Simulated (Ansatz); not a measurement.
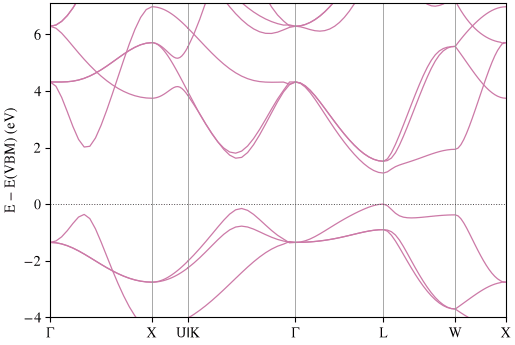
Fig. 1. Band structure from the program Ansatz at the r²SCAN level (PAW)

Q: Read off the gap and where the band edges lie.

A: About 1.1 eV (1.10 eV by a search for the band edges); maximum at L, minimum at L.

Q: Pick the material that matches.
A. TePb, rock salt
B. SnTe, rock salt
C. PbS, rock salt
D. YN, rock salt

A: A, TePb, rock salt

Space group Fm-3m (rock salt). The cell was relaxed with r²SCAN under the symmetry of its start. Scalar-relativistic: spin–orbit coupling is off unless named, which matters more the heavier the elements.

Potentials: the earlier of the program's two PAW sets.
